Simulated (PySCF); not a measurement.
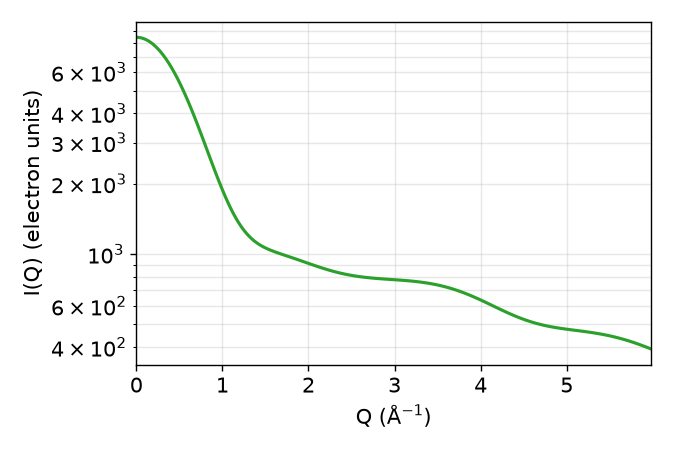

Elastic X-ray scattering of a randomly oriented, rigid molecule, calculated with the Debye equation from neutral-atom form factors (independent atoms, no Compton part, no vibration). The geometry is the end point of an optimisation (PBE0-D3(BJ)/def2-SVP geometry optimisation, gas phase in PySCF 2.14.0, density-fitted response routines); it may be a saddle point or a higher isomer. It contains C, O, Ge, Si, H.

### How many electrons does the independent-atom model of the molecule hold?

I(0) is the square of the electron number: I(0) = 8460, so about 92 electrons, the count of C2H12GeOSi2.

### What radius of gyration does the initial fall-off give?

From I(Q) ≈ I(0) exp(−Q²R²/3) at small Q, R ≈ 2.33 Å. It is larger than the electron-weighted radius of the nuclear positions alone (2.22 Å), because each atom's electron cloud adds to it.
